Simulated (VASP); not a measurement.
Band structure of TiSi (relaxed from the CsCl type structure, space group Pm-3m). Method: r2SCAN meta-GGA, VASP's PBE PAW potentials (set 64) (plane waves; VASP).

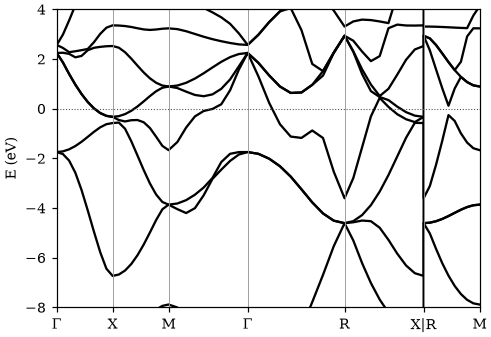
Bands along high-symmetry lines, zero at the valence-band maximum or, without a gap, the Fermi level

Task: Read the plot: is there a gap, and where are the band edges?

Result: It has no gap at this level: it comes out as a metal or semimetal.

The structure was generated: TiSi was put into the CsCl type type (Pm-3m), which need not be its known phase. It was relaxed first, which changed the volume by -32 %.
